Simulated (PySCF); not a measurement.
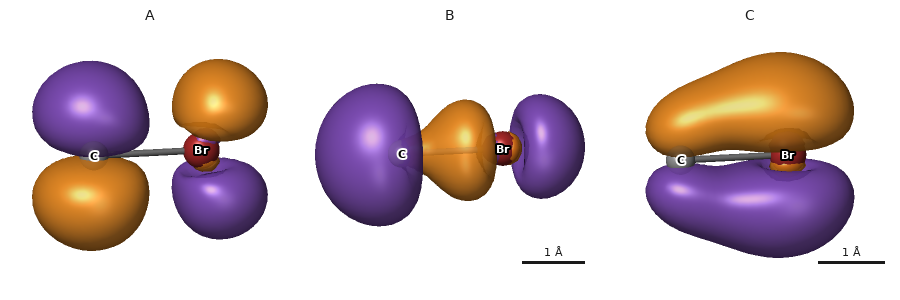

Figure. CBr (charge +1). Three frontier orbitals, each drawn at the value that holds 80 % of its norm (orange and purple are the two phases), in no order; of a degenerate pair one member is drawn.

All numbers below come from PBE0/cc-pVTZ(-PP), non-relativistic Hamiltonian with scalar-relativistic core potentials where named, at a bond length of 1.697 Å in PySCF.

Question: Name the orbitals and rank them from lowest to highest energy.

Answer: Orbital C: π, occupied, −18.84 eV; mainly on Br (80 %).
Orbital B: σ, occupied, −17.67 eV; mainly on C (75 %).
Orbital A: π, empty, −11.32 eV; antibonding, with a node between the atoms.
